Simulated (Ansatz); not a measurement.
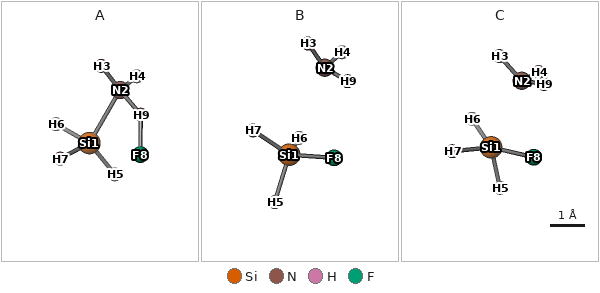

3 geometries from a converged minimum-energy path of SiNH6F, shuffled. A ball-and-stick model, seen from a free direction.

The calculation used RKS CAM-B3LYP/def2-SVP in Ansatz 0.2.0. Run with 9 movable images; climbing image; force threshold 0.03 eV/Å; iteration limit 60; starting path through a guess of the saddle point.

### Which frame is the transition state?

A. In order along the path, whose images run from 0 to 10: A (image 2, +0.61 eV), C (image 5, −0.09 eV), B (image 10, −0.63 eV). Breaking: F8–H9 (0.95 → 1.23 at the top → 2.34 Å), Si1–N2 (1.77 → 1.88 at the top → 2.85 Å). Forming: N2–H9 (1.70 → 1.20 at the top → 1.02 Å), Si1–F8 (3.11 → 2.08 at the top → 1.63 Å).
